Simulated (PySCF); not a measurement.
```xyz
20

C     2.5944    1.6737    0.1672
C     2.4475    0.3637    0.1100
C     1.2377   -0.3328   -0.4249
C     0.4975   -1.0699    0.6957
Si   -1.1182   -1.8810    0.0863
Si   -2.5417   -0.2109   -0.6821
P    -2.3993    1.5704    0.6822
H     1.8386    2.3466   -0.2056
H     3.4743    2.1336    0.5835
H     3.2199   -0.2883    0.4981
H     0.5708    0.3962   -0.8931
H     1.5395   -1.0539   -1.1894
H     0.2611   -0.3525    1.4865
H     1.1675   -1.8092    1.1378
H    -1.6797   -2.6628    1.1949
H    -0.7773   -2.8444   -0.9694
H    -3.9663   -0.5642   -0.6459
H    -2.2893    0.2023   -2.0738
H    -1.1188    1.9287    0.3115
H    -2.9633    2.4654   -0.2054
```

Geometry: GFN2-xTB.

Method: PBE0/pcSseg-1, SCF density, gas phase, non-relativistic in PySCF 2.14.0.

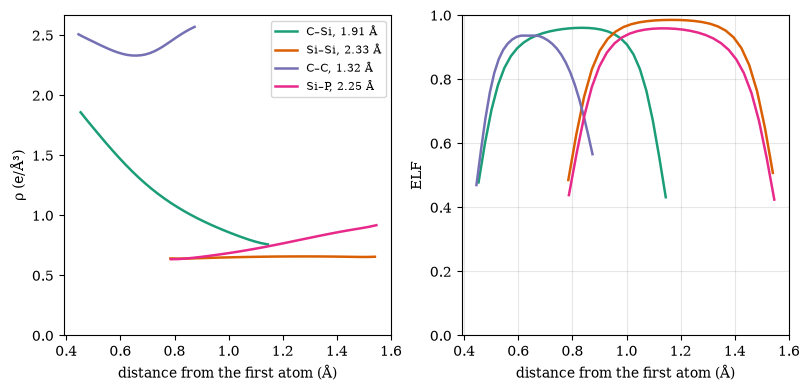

C₄H₁₃PSi₂. Total electron density and ELF along straight lines between neighbouring atoms. The curves leave out the atomic cores.

Q: Compare the contacts.

A: C–Si (1.91 Å): the density is about 0.9 e/Å³ at the midpoint; the ELF peaks at about 0.95 between the atoms, as expected for a shared electron pair.
Si–Si (2.33 Å): ρ is about 0.66 e/Å³ halfway; the ELF peaks at about 1 between the atoms, as expected for localised, covalent bonding.
C–C (1.32 Å): the density is about 2.3 e/Å³ at the midpoint; the ELF peaks at about 0.95 between the atoms: a short, multiple covalent bond.
Si–P (2.25 Å): ρ at the midpoint is about 0.73 e/Å³; the ELF peaks at about 0.95 between the atoms; a covalent bond.
